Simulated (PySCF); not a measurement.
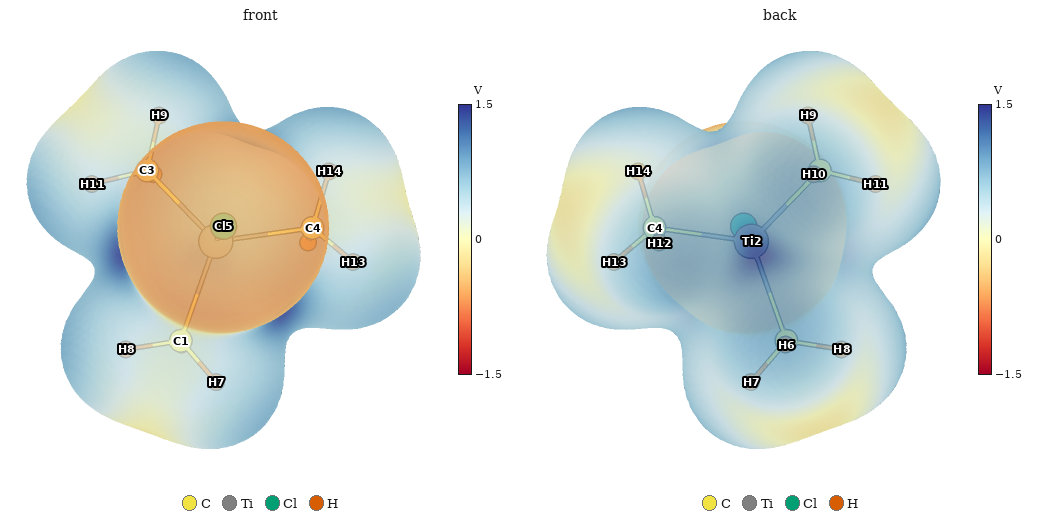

Figure 1: C3H9ClTi (SMILES [CH3][Ti]([CH3])([CH3])[Cl]). The electrostatic potential painted on the density surface at 0.002 e/bohr³, seen from the front and from behind; the colour scale runs from red (negative) to blue (positive).

Geometry: PBE0-D3(BJ)/def2-SVP.

All numbers below come from B3LYP/def2-SVPD, SCF density, gas phase in PySCF.

```xyz
14

C    -0.9739    1.5765   -0.4057
Ti    0.0720    0.1256    0.5779
C     1.8539   -0.0577   -0.3971
C    -0.9420   -1.6195    0.2872
Cl    0.3336    0.5547    2.7193
H    -1.1071    1.2505   -1.4528
H    -1.9635    1.7180    0.0611
H    -0.4212    2.5310   -0.3880
H     2.5235   -0.7477    0.1434
H     1.6556   -0.4536   -1.4090
H     2.3369    0.9310   -0.4798
H    -1.1657   -1.7354   -0.7875
H    -1.8841   -1.6087    0.8612
H    -0.3193   -2.4656    0.6256
```

> Where is the surface potential most negative and most positive?

The most negative region (about −0.6 V) lies over Cl5, the most positive (about +1.3 V) over Ti2.

> What dipole moment does the calculation give?

Its dipole moment is 2.03 D.
